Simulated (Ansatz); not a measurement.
Consider Si in the diamond structure (space group Fd-3m, No. 227; a = 5.4441 Å). Axes: x, y, z lie along the cube axes.

Now apply this change: compressive biaxial strain of 1.51 % in the plane normal to [001], as in epitaxy on a mismatched substrate; the out-of-plane cell vector and the atoms relax.

The values are results of plane-wave PAW DFT at the r2SCAN level (Ansatz, a quantum-chemistry and plane-wave program, 500 eV), no spin-orbit coupling, earlier PAW set, not measurements.

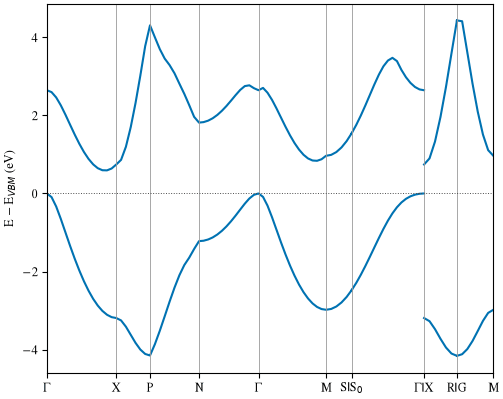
Figure: Highest valence and lowest conduction band along the path of the changed cell's own zone

**Question.** From the figure, how large is the changed gap, and is it direct?

**Answer.** About 0.6 eV, indirect, Γ → Γ–X (87 % along).

Semilocal Kohn–Sham gaps tend to fall short of experiment. No phonon test of stability was made. k-point labels follow each cell's own Brillouin zone.
